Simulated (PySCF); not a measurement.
Consider C4H14N2OSi2.

| atom | x (Å) | y (Å) | z (Å) |
| --- | --- | --- | --- |
| C | -1.9812 | -0.1738 | 1.2832 |
| C | -1.6930 | -0.2666 | -0.2110 |
| C | -2.8097 | 0.3642 | -1.0366 |
| O | -0.4948 | 0.3973 | -0.5215 |
| Si | 1.0089 | -0.0573 | -0.1408 |
| C | 1.2279 | -1.9414 | -0.1912 |
| N | 1.7481 | 0.7316 | 1.2281 |
| Si | 2.9410 | 1.5889 | 0.3003 |
| N | 2.1482 | 0.8744 | -1.0608 |
| H | -2.9185 | -0.6703 | 1.5205 |
| H | -1.1748 | -0.6415 | 1.8416 |
| H | -2.0419 | 0.8704 | 1.5772 |
| H | -1.5886 | -1.3257 | -0.4894 |
| H | -2.9163 | 1.4115 | -0.7678 |
| H | -2.5672 | 0.3024 | -2.0939 |
| H | -3.7494 | -0.1507 | -0.8556 |
| H | 2.2681 | -2.2300 | -0.0936 |
| H | 0.8562 | -2.3427 | -1.1291 |
| H | 0.6742 | -2.4201 | 0.6114 |
| H | 1.7272 | 0.5206 | 2.2082 |
| H | 4.3034 | 1.0873 | 0.4636 |
| H | 2.8179 | 3.0365 | 0.4280 |
| H | 2.2093 | 1.0620 | -2.0419 |

Geometry: GFN2-xTB.

All numbers below come from PBE0/pcSseg-1, SCF density, gas phase, non-relativistic (PySCF 2.14.0).

### Predict the electron density and electron localisation function between the atoms.

Si–O (1.62 Å): the density is about 1.2 e/Å³ at the midpoint; the ELF peaks at about 0.85 between the atoms (a short, strongly polar bond).
C–Si (1.90 Å): the density is about 0.94 e/Å³ at the midpoint; the ELF peaks at about 0.95 between the atoms (localised, covalent bonding).

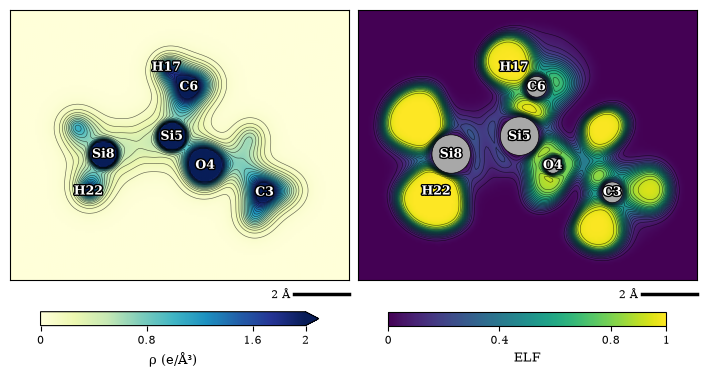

Computed electron density and electron localisation function on the plane of atoms O4, Si5 and C6, in this order. Grey discs cover the atomic cores in the ELF map. 
